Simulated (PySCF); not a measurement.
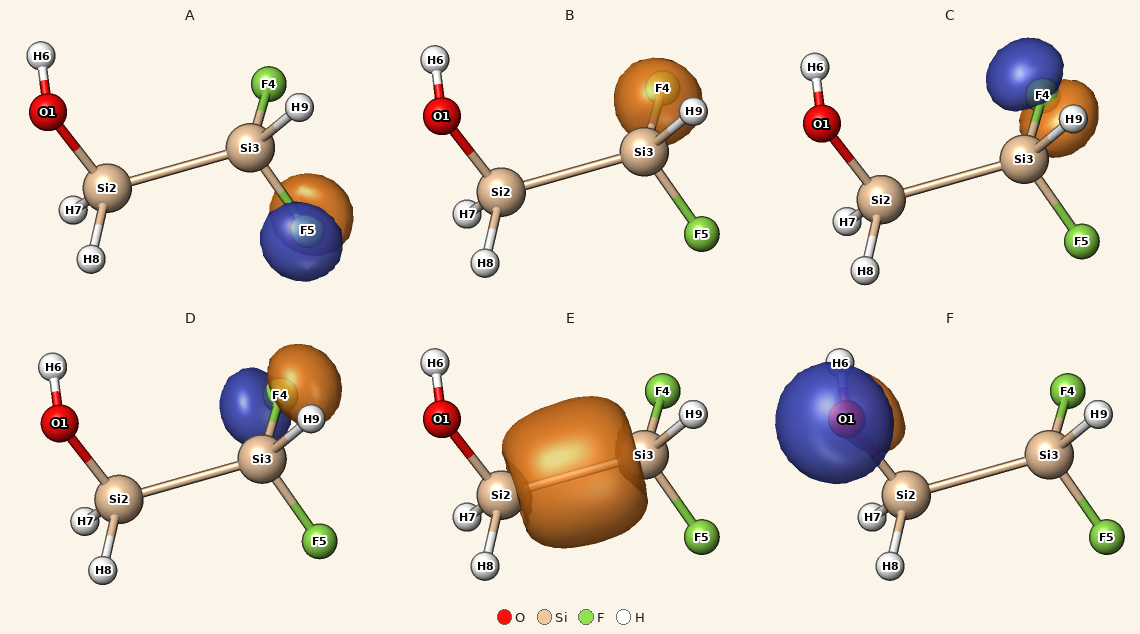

Figure 1: F2H4OSi2, SMILES `O[SiH2][SiH](F)F`. Intrinsic bond orbitals (IBO), occupied; each surface holds about 80 % of the orbital's density. Energies are diagonal elements of the Fock matrix.

PySCF calculation, CAM-B3LYP/def2-SVPD, gas phase; geometry: GFN2-xTB. No frequency check shows the geometry to be a minimum.

Input script:

```python
import numpy as np
from pyscf import gto, scf, dft, lo
from pyscf.data.elements import chemcore

def solve(mol, dm0=None, hcore=None):
    mf = (dft.UKS if mol.spin else dft.RKS)(mol, xc='camb3lyp')
    mf.grids.level = 3
    mf = mf.density_fit(auxbasis='def2-universal-jkfit')
    mf.conv_tol, mf.max_cycle = 1e-8, 80
    if hcore is not None:
        mf.get_hcore = lambda *args: hcore
    mf.kernel(dm0)
    if not mf.converged:
        mf = mf.newton().run(mf.mo_coeff, mf.mo_occ, max_cycle=30)
    assert mf.converged, 'SCF not converged'
    return mf

mol = gto.M(atom='''
O      2.38282     0.49952    -0.34692
Si     1.26966    -0.50429     0.28361
Si    -0.83852     0.08622    -0.39230
F     -1.39823     1.31963     0.48039
F     -1.86747    -1.06514     0.04486
H      2.42988     1.43191    -0.15743
H      1.40279    -0.52641     1.74915
H      1.70723    -1.77791    -0.27996
H     -1.24714     0.43892    -1.74204
''', basis='def2-svpd', charge=0, spin=0, verbose=4)
mf = solve(mol)
occ_all = mf.mo_coeff[:, mf.mo_occ > 0]
occ = occ_all[:, chemcore(mol):]
loc = lo.ibo.ibo(mol, occ, iaos=lo.iao.iao(mol, occ_all))
fock, s = mf.get_fock(), mf.get_ovlp()
ortho = lo.orth_ao(mol, 'meta_lowdin')
ortho = lo.vec_lowdin(lo.iao.iao(mol, occ_all), s)
labels = lo.iao.reference_mol(mol).ao_labels(fmt=None)
vir = lo.vvo.livvo(mol, occ_all, mf.mo_coeff[:, mf.mo_occ == 0])
both = np.hstack([loc, vir])
p = (ortho.T @ s @ both) ** 2
pop = np.array([p[[l[0] == a for l in labels]].sum(0) for a in range(mol.natm)])
spd = np.array([[p[[l[0] == a and l[2][-1] == k for l in labels]].sum(0) for k in 'spd'] for a in range(mol.natm)])
eps = np.einsum('pi,pq,qi->i', both, fock, both)
for i in np.argsort(eps):
    top = np.argsort(-pop[:, i])[:3]
    print('%3d %s %9.4f Eh ' % (i + 1, 'occ' if i < loc.shape[1] else 'vir', eps[i]), '  '.join('%s%d %.3f' % (mol.atom_symbol(a), a + 1, pop[a, i]) for a in top))
np.savez('result.npz', c=both, nocc=loc.shape[1], pop=pop, spd=spd, eps=eps, e=mf.e_tot)
```

Command:

```sh
OMP_NUM_THREADS=1 python input.py
```

The run took 20 s on 1 thread of Arm Neoverse V2, with other jobs on the host, peak memory 0.61 GiB.

Question: What does each orbital represent in a Lewis picture?

Answer: By panel:
- A: lone pair on F5 (p-type) (F5 96 %, Si3 3 %; −14.1 eV)
- B: pair mostly on F4, shared in part with Si3 (F4 83 %, Si3 16 %; −27.8 eV)
- C: lone pair on F4 (p-type) (F4 96 %, Si3 3 %; −14.1 eV)
- D: lone pair on F4 (p-type) (F4 98 %; −13.9 eV)
- E: σ bond Si3–Si2 (Si3 53 %, Si2 47 %; −14.4 eV)
- F: lone pair on O1 (sp2.8-type) (O1 98 %; −14.4 eV)
